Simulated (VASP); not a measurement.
Band structure of PRu (space group Pnma). Method: PBEsol GGA, VASP's PBE PAW potentials (set 64) (plane waves; VASP).

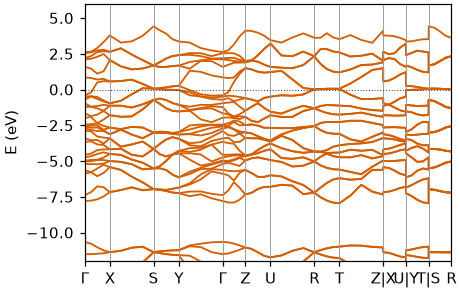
Bands along high-symmetry lines, zero at the valence-band maximum or, without a gap, the Fermi level

Q: Read the plot: is there a gap, and where are the band edges?

A: It has no gap at this level: it comes out as a metal or semimetal.

The structure comes from a computed database's PRu entry (Pnma); how it stands against other phases isn't given here. The cell was not relaxed at this level. The k-mesh is coarse (spacing up to 0.39 per Å, 2π included), so the numbers may not be converged in it.
